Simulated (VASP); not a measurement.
Band structure of Lu (hcp). Level of theory: RPBE GGA, VASP's PBE PAW potentials (set 64) (plane waves; VASP).

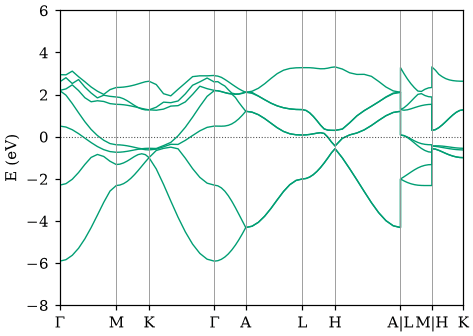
Figure: Bands along high-symmetry lines, zero at the valence-band maximum or, without a gap, the Fermi level

Problem. Read the plot: is there a gap, and where are the band edges?

Solution. It has no gap at this level: it comes out as a metal or semimetal. (Edges off the drawn lines would not show.)

The compound is Lu in the hcp structure. It was relaxed first.
